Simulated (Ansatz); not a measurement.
# How methods differ on SiSe (SMILES [Si][Se])

SiSe has 2 atoms, charge 0, and is taken as a singlet. SMILES: `[Si][Se]`. Geometry: a GFN2-xTB relaxation, a rough one for these elements and not checked as a minimum.

```xyz
2

Si    0.0000    0.0000    0.0000
Se    0.0000    0.0000    2.1245
```

Each level gives the energy change with the Si1–Se2 bond stretched from 2.125 to 5.154 Å (eV). The values are calculated.

| level | kind | program | value (eV) | less FCI/STO-3G | CPU time (all runs) |
| --- | --- | --- | --- | --- | --- |
| r2SCAN/STO-3G (restricted) | meta-GGA | Ansatz | 9.51 | +3.29 | 41 s |
| B3LYP/STO-3G (restricted) | global hybrid | Ansatz | 9.87 | +3.65 | 13 s |
| BHLYP/STO-3G (restricted) | global hybrid | Ansatz | 9.71 | +3.49 | 3.2 s |
| CAM-B3LYP/STO-3G (restricted) | range-separated hybrid | Ansatz | 9.98 | +3.76 | 3.5 s |
| wB97M-V/STO-3G (restricted) | range-separated hybrid | Ansatz | 10.07 | +3.85 | 34 s |
| wB97X/STO-3G (restricted) | range-separated hybrid | Ansatz | 10.04 | +3.82 | 16 s |
| CCSD(T)/STO-3G (unrestricted) | coupled cluster or CI | Ansatz | 6.20 | -0.02 | 3.7 s |
| FCI/STO-3G | exact in the basis | Ansatz | 6.22 | 0.00 | 6.2 s |

FCI/STO-3G is exact within its basis and frozen core, so for wave-function methods in that basis the difference is their error; functionals converge differently with the basis, so for them it is only a difference. All-electron rows without a relativistic Hamiltonian named are non-relativistic. The first shape isn't each level's own minimum. The values span 6.20 to 10.07 eV. Spin contamination of the reference (⟨S²⟩ at least 0.1 too high) touches CCSD(T)/STO-3G. All rows use very small basis sets, so none should be taken for the real molecule's value. In the correlated wave-function rows the outer d shell of Se is correlated, in sets not made for it. In so small a basis fixed costs decide the times, and correlated methods can beat functionals. CPU times are rough (shared hosts, several kinds of processor and program).

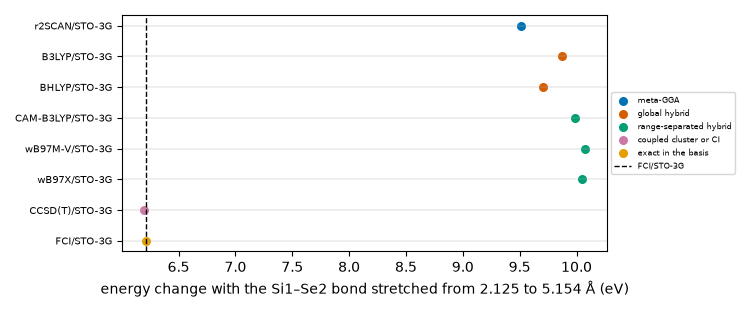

The values of the table, level by level.
